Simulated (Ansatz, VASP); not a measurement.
# SrTiSi in two plane-wave programs

Wanted: the spread between two codes on one cell, functional and k mesh. The cell is invented: As first built, before any earlier steps moved the atoms (in the runner's words): it takes the SrSiGe structure with some of its atoms replaced by other elements, volume scaled by an estimate. It may not be a known or stable phase. The cell is taken from a series of VASP runs on this material, whose earlier steps may have relaxed, scaled or displaced it; both programs get it as it stands. Valence electrons are named where the data sets of a main pair hold unlike numbers.

Program: Ansatz 0.2.0. Level of theory: plane waves, with VASP 6.6.1 beside it; band structure at PBEsol with D4, spin-orbit coupling. Results are calculated unless marked as measured.

**1. The starting structure**

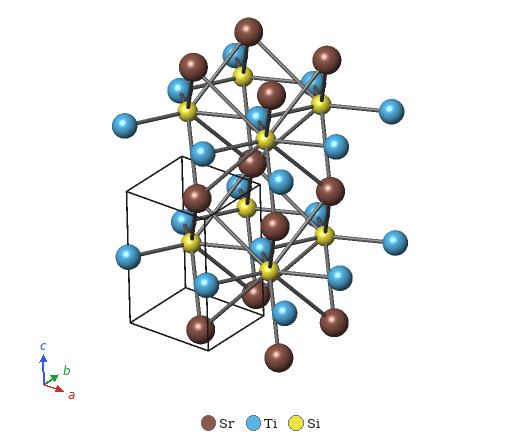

The cell as given, slightly off an axis (strontium brown, titanium blue, silicon yellow). 2×2×2 cells are drawn. Bonds to atoms that aren't drawn are left out. Some periodic images of atoms are drawn too.

**2. Ansatz: band structure, PBEsol with D4, spin-orbit coupling**

Ansatz runs on its fully relativistic PAW (standard-fr) files.

A single point gives forces, pressure and levels at one fixed geometry, so differences don't come from the geometry; what else differs is listed under the comparison.

input.yaml reads:

```yaml
crystal:
  lattice:
    - [4.3727343976, -4.05e-08, 0.0]
    - [-2.1863677692, 3.786899037, 0.0]
    - [0.0, 0.0, 4.4524079147]
  atoms:
    - { symbol: Sr, position: [0.66666667, 0.33333333, 0.0] }
    - { symbol: Ti, position: [0.0, 0.0, 0.5] }
    - { symbol: Si, position: [0.33333333, 0.66666667, 0.5] }
hamiltonian:
  xc: pbesol
  pseudopotentials: { kind: paw_fr }
  dispersion: d4
magnetization:
  noncollinear: true
  spin_orbit: true
kpoints:
  mp_grid: { grid: [6, 6, 5] }
  band_path:
    path:
      - [0.0, 0.0, 0.0]
      - [0.13333, 0.0, 0.0]
      - [0.3, 0.0, 0.0]
      - [0.46667, 0.0, 0.0]
      - [0.46667, 0.06667, 0.0]
      - [0.41111, 0.17778, 0.0]
      - [0.35556, 0.28889, 0.0]
      - [0.28889, 0.28889, 0.0]
      - [0.17778, 0.17778, 0.0]
      - [0.06667, 0.06667, 0.0]
      - [0.0, 0.0, 0.03333]
      - [0.0, 0.0, 0.2]
      - [0.0, 0.0, 0.36667]
      - [0.0, 0.0, 0.5]
      - [0.16667, 0.0, 0.5]
      - [0.3, 0.0, 0.5]
      - [0.46667, 0.0, 0.5]
      - [0.46667, 0.06667, 0.5]
      - [0.41111, 0.17778, 0.5]
      - [0.35556, 0.28889, 0.5]
      - [0.28889, 0.28889, 0.5]
      - [0.17778, 0.17778, 0.5]
      - [0.06667, 0.06667, 0.5]
      - [0.5, 0.0, 0.46667]
      - [0.5, 0.0, 0.3]
      - [0.5, 0.0, 0.13333]
      - [0.33333, 0.33333, 0.0]
      - [0.33333, 0.33333, 0.16667]
      - [0.33333, 0.33333, 0.33333]
      - [0.33333, 0.33333, 0.5]
    npoints: 1
scf:
  occupations: { method: methfessel_paxton, width: 0.2 }
  n_extra_bands: 14
output:
  forces: true
  stress: true
  eigenvalues: true
```

Started as:

```bash
> ansatz run input.yaml --threads 2 --pin off --max-ram 4608MiB --backend cpu --events-out ev --progress --plain --runs-dir out
```

Numbers of over 12 decimals in the logs are rounded to 6 here.

The log of the run:

```text
Warning: the atoms were moved onto the symmetric positions of the space group found under crystal.symmetry.tolerance 1.0e-5 (fractional; no operation is sought that the atoms, as they stand in a round, miss by more than twice it, and no atom is moved by as much as it), and the run uses the moved positions. Before a round's move an operation carried an atom to 4.37e-8 Å from where it should land, the largest such dist [...]
scf.n_extra_bands = 14 over 26 filled bands (N_el = 26.0): the run solves 40 bands
Engine: ansatz 0.2.0, aarch64-unknown-linux-gnu
Pseudopotentials: kind: paw_fr
Pseudopotential: Sr, paw_fr, valence charge 10, recommended cutoff 420 eV (normal), Sr.paw.azcp#standard-fr
Pseudopotential: Ti, paw_fr, valence charge 12, recommended cutoff 420 eV (normal), Ti.paw.azcp#standard-fr
Pseudopotential: Si, paw_fr, valence charge 4, recommended cutoff 420 eV (normal), Si.paw.azcp#standard-fr
Functional definition: PBEsol
  exchange = pbesol_x
  correlation = pbesol_c
non-collinear run that drives no moment, with spin-orbit: no starting moment large enough to seed its density (crystal.atoms[].spin), no starting occupations that ask for one, no magnetisation constraint and no magnetic field, so the semilocal B_xc is pinned to zero
Crystal: 3 atoms, lattice volume = 73.728 Å³
Basis set: ecut = 420 eV, 1509 PW (Γ), exchange–correlation on 60×60×60 points (8 copies of the dense FFT grid, shifted against one another)
Bands: 40, of which v1, the nominal top of the filled ones, is band 26 counted from 1 (25 counted from 0)
Symmetry: 12 space group operations + 12 with time reversal
Magnetic group: BNS 187.210 (UNI 1440), of the structure as read, at distance tolerance 4.2e-5 Å
k-points: 21 of 180 (time reversal used)
Projection manifold: j_resolved (fully-relativistic pseudo-atomic orbitals)
Non-local potential: Sr, projectors of the file, l = 0: 3, l = 1: 4, l = 2: 4
Non-local potential: Ti, projectors of the file, l = 0: 3, l = 1: 4, l = 2: 6, l = 3: 2
Non-local potential: Si, projectors of the file, l = 0: 2, l = 1: 4, l = 2: 4
PAW form: soft (Blöchl's): semilocal exchange-correlation on the pseudo side does not see the compensation charge
PAW frozen core: Sr, regenerated for the run's functional, and the local potential with it (the file was generated under x = pbe(κ = 0.804, μ = 0.219515), c = pbe(β = 0.066725))
PAW frozen core: Ti, regenerated for the run's functional, and the local potential with it (the file was generated under x = pbe(κ = 0.804, μ = 0.219515), c = pbe(β = 0.066725))
PAW frozen core: Si, regenerated for the run's functional, and the local potential with it (the file was generated under x = pbe(κ = 0.804, μ = 0.219515), c = pbe(β = 0.066725))
PAW one-centre angular grid: Sr, 110 points (default); XC on 64 Gauss nodes
PAW one-centre angular grid: Ti, 590 points (default); XC on 96 Gauss nodes
PAW one-centre angular grid: Si, 110 points (default); XC on 64 Gauss nodes
Initial density: superposition of atomic densities (chi_scale 0.1, normalization cell, long waves kept (reshape's long-wave potential 0.00 eV rms))
Initial wavefunctions: pseudopotential atomic-orbital guess
Functional: x = pbesol(κ = 0.804, μ = 0.123457), c = pbesol(β = 0.046)
SCF iter   1: F=—  HF=-6589.162119 eV  |F-HF|=—  |Δ(HF+E_count)|=         —  Δρ=5.56e-2  dr2=3.42e0  dr2_m=0.00e0 (ungated)  ethr=3.10e-3  |M|=0.00e0 ∫|m|=0.00e0 μB  |m|>n=0.0e0 m-floor=0.0e0 τ_xc=0.0e0  β_m=0.30  ⟨swp⟩=10.8  Hψ=5317  notcnv=0
preconditioner: auto → Kerker (q_TF=auto, 2.293 Å⁻¹)  [metal: Δε(μ)=0.061 eV  Ē_g=5.307 eV  σ=0.200 eV  W_gap=0.25  n_scr=20 (ndim 8)  ℏωp=13.7 eV  f_vac=0.000  D(μ)=2.47/eV (n_scr^D=20)]
spin=Noncollinear: Kerker preconditioning applied to the charge; magnetization (m_x, m_y, m_z) channels mix plain (no charge-response kernel on spin).
SCF iter   2: F=—  HF=-6588.668695 eV  |F-HF|=—  |Δ(HF+E_count)|=   4.93e-1  S|Δr|=    0.00e0  Δρ=2.05e-2  dr2=3.32e-1  dr2_m=0.00e0 (ungated)  ethr=3.10e-3  |M|=0.00e0 ∫|m|=0.00e0 μB  |m|>n=0.0e0 m-floor=0.0e0 τ_xc=0.0e0  β_m=0.32  ⟨swp⟩=3.6  Hψ=1723  notcnv=0  defer=90
SCF iter   3: F=—  HF=-6588.634007 eV  |F-HF|=—  |Δ(HF+E_count)|=   3.47e-2  S|Δr|=    0.00e0  Δρ=1.44e-2  dr2=1.65e-1  dr2_m=0.00e0 (ungated)  ethr=1.28e-3  |M|=0.00e0 ∫|m|=0.00e0 μB  |m|>n=0.0e0 m-floor=0.0e0 τ_xc=0.0e0  β_m=0.66  ⟨swp⟩=1.0  Hψ=756  notcnv=0  defer=90
SCF iter   4: F=—  HF=-6588.616439 eV  |F-HF|=—  |Δ(HF+E_count)|=   1.76e-2  S|Δr|=    0.00e0  Δρ=7.54e-3  dr2=4.46e-2  dr2_m=0.00e0 (ungated)  ethr=6.36e-4  |M|=0.00e0 ∫|m|=0.00e0 μB  |m|>n=0.0e0 m-floor=0.0e0 τ_xc=0.0e0  β_m=0.64  ⟨swp⟩=1.9  Hψ=861  notcnv=0  defer=90
SCF iter   5: F=—  HF=-6588.608480 eV  |F-HF|=—  |Δ(HF+E_count)|=   7.96e-3  S|Δr|=    0.00e0  Δρ=1.58e-3  dr2=2.23e-3  dr2_m=0.00e0 (ungated)  ethr=1.72e-4  |M|=0.00e0 ∫|m|=0.00e0 μB  |m|>n=0.0e0 m-floor=0.0e0 τ_xc=0.0e0  β_m=0.82  ⟨swp⟩=2.0  Hψ=950  notcnv=0  defer=90
SCF iter   6: F=—  HF=-6588.608295 eV  |F-HF|=—  |Δ(HF+E_count)|=   1.85e-4  S|Δr|=    0.00e0  Δρ=4.08e-4  dr2=2.38e-4  dr2_m=0.00e0 (ungated)  ethr=8.57e-6  |M|=0.00e0 ∫|m|=0.00e0 μB  |m|>n=0.0e0 m-floor=0.0e0 τ_xc=0.0e0  β_m=0.91  ⟨swp⟩=2.3  Hψ=1025  notcnv=0  defer=90
SCF iter   7: F=—  HF=-6588.608281 eV  |F-HF|=—  |Δ(HF+E_count)|=   1.36e-5  S|Δr|=    0.00e0  Δρ=8.05e-5  dr2=6.38e-6  dr2_m=0.00e0 (ungated)  ethr=9.15e-7  |M|=0.00e0 ∫|m|=0.00e0 μB  |m|>n=0.0e0 m-floor=0.0e0 τ_xc=0.0e0  β_m=0.95  ⟨swp⟩=1.6  Hψ=814  notcnv=0  defer=90
SCF iter   8: F=—  HF=-6588.608284 eV  |F-HF|=—  |Δ(HF+E_count)|=   2.56e-6  S|Δr|=    0.00e0  Δρ=3.57e-5  dr2=1.74e-6  dr2_m=0.00e0 (ungated)  ethr=2.45e-8  |M|=0.00e0 ∫|m|=0.00e0 μB  |m|>n=0.0e0 m-floor=0.0e0 τ_xc=0.0e0  β_m=0.98  ⟨swp⟩=2.3  Hψ=1220  notcnv=0  defer=90
SCF iter   9: F=-6588.608284 eV  HF=-6588.608284 eV  |F-HF|=2.40e-8  |Δ(HF+E_count)|=   1.63e-7  S|Δr|=    0.00e0  Δρ=5.04e-6  dr2=3.82e-8  dr2_m=0.00e0 (ungated)  ethr=3.85e-10  |M|=0.00e0 ∫|m|=0.00e0 μB  |m|>n=0.0e0 m-floor=0.0e0 τ_xc=0.0e0  ⟨swp⟩=12.2  Hψ=4430  notcnv=0
SCF 1 converged in 9 iterations: F = -6588.608284 eV  dr2 = 3.82e-8
  greatest PAW one-centre occupation: 0.999 electrons in one spin orbital (limit 2), on the Ti atom at site 1 (counted from 0), in its partial waves of l = 0
NSCF: frozen V_eff on 30 k-points
SCF converged after 9 iterations
Stability not checked: this state was not tested for a lower state beside it, because cold or Methfessel-Paxton smearing, or corrected tetrahedra, fill the levels in a way that the test cannot read (fill_not_monotonic; see scf.lower_state_search)
Magnetization: |M| = 0.0000 μB,  M = (+0.0000, +0.0000, +0.0000) μB
Absolute magnetization: 0.0000 μB (∫|m|)
  site 0: m = (+0.0000, +0.0000, +0.0000) μB, |m| = 0.0000 μB  (R = 1.39 Å)
  site 1: m = (+0.0000, +0.0000, +0.0000) μB, |m| = 0.0000 μB  (R = 1.04 Å)
  site 2: m = (+0.0000, +0.0000, +0.0000) μB, |m| = 0.0000 μB  (R = 1.04 Å)
Free energy (F): -6588.608284 eV
Harris-Foulkes:  -6588.608284 eV  (|F-HF|=2.40e-8)
Internal energy: -6588.601048 eV  (E = F + TS)
E sigma→0 (E₀):  -6588.606475 eV
Entropy (-TS):   -0.007236 eV (-2.412 meV/atom)
Fermi energy:    8.564882 eV
--- Per-component energies (eV) ---
  E_band       = -289.794677
  E_kinetic    = 557.331901
  E_local      = -1808.671110  (includes V_loc(G=0)·N_el)
  E_nonlocal   = 241.091547
  E_hartree    = 632.262826
  E_xc         = -322.135050
  E_vxc        = -328.666731  (∫ρ·V_xc dr)
  E_paw        = -4167.149457  (= ΣΔE_a)
  E_vpaw       = -215.400776  (= ΣTr[D̂ρ^β])
  E_aug_tail   = 0.000114  (compensation charges beyond the density's cutoff)
  E_ewald      = -1721.280799
  E_disp       = -0.357365  (pairwise vdW)
  E_core_change = 0.306346  (= ΣΔE_core)
  E_smearing   = -0.007236  (= −TS)
  E_closure    = -0.000000  (closes the sum)
  Σ components = -6588.608284   (vs F -6588.608284, Δ=0.00e0)
--- Forces (eV/Å), atoms counted from 1 ---
  atom   1  Sr     0.00000000    -0.00000000     0.00000000
  atom   2  Ti     0.00000000    -0.00000000    -0.00000000
  atom   3  Si     0.00000000    -0.00000000     0.00000000
  max |Σ_I F_I| component: 2.96e-16 eV/Å
--- Stress (GPa, compression-positive) ---
        0.126866       0.000000       0.000000
        0.000000       0.126866       0.000000
        0.000000       0.000000       0.089285
  P = ⅓ Tr σ = 0.1143 GPa (1.143 kbar)
--- Band table (eV; the first three rows and the last of 21) ---
  k-point 0: bands = [... 22 lower, 7.1785, 7.1785, 8.5859, 8.5859, 9.0716, 9.0716, 9.0887, 9.0887, ... 10 higher]
  k-point 1: bands = [... 22 lower, 6.6048, 6.6058, 8.8657, 8.8657, 8.9206, 8.9206, 8.9225, 8.9337, ... 10 higher]
  k-point 2: bands = [... 22 lower, 6.5642, 6.5648, 8.6148, 8.6148, 8.6235, 8.6283, 9.4188, 9.4188, ... 10 higher]
  k-point 20: bands = [... 22 lower, 6.9210, 6.9354, 8.3076, 8.3193, 8.5769, 8.6057, 8.8905, 8.9285, ... 10 higher]
```

The job ended after 14 s (2 threads of Arm Neoverse V2, shared host; peak memory 0.56 GiB).

The column dr2 measures how far the density is from self-consistency, as an energy; F and HF (Harris–Foulkes) agree once it is small.

(Part 1 of 2 ends here.)

[Lines on the potential files, build, host, timing and source positions are cut from VASP's logs without a mark.]

[Logs are printed without paths, hosts, clocks, repeated set-up lines and the standing remarks that a program may print on its own settings, such as how far it seeks lower states.]

[Hosts, paths, dates, database ids (printed as entryN), source tags and the programs' standing remarks are cut or masked in the printed files.]
